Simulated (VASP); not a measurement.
Energy against volume of Au (fcc). Computed with optB86b-vdW, VASP's PBE PAW potentials (set 64) (plane waves; VASP).

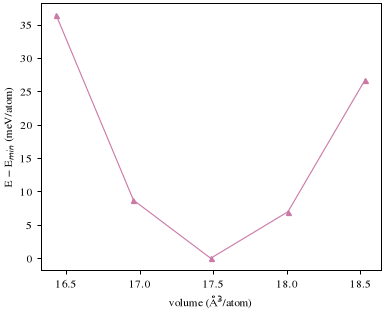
Energy against volume

Problem. Estimate the equilibrium volume and the bulk modulus.

Solution. The minimum lies near 17.5 Å³/atom, and the curvature gives B0 of about 160 GPa.

Measured: bulk modulus 182 GPa at 0 K (computed value off by -13.1 %), as given by Daniel Mejia-Rodriguez et al., Physical Review B (2018), arXiv:1807.09216 [0 K value with the zero-point phonon effect removed]; a 4.062 Å at 0 K (computed value off by +1.5 %), as given by Daniel Mejia-Rodriguez et al., Physical Review B (2018), arXiv:1807.09216 [static lattice: zero-point anharmonic expansion removed].

The compound is Au in the fcc structure. It was relaxed first.
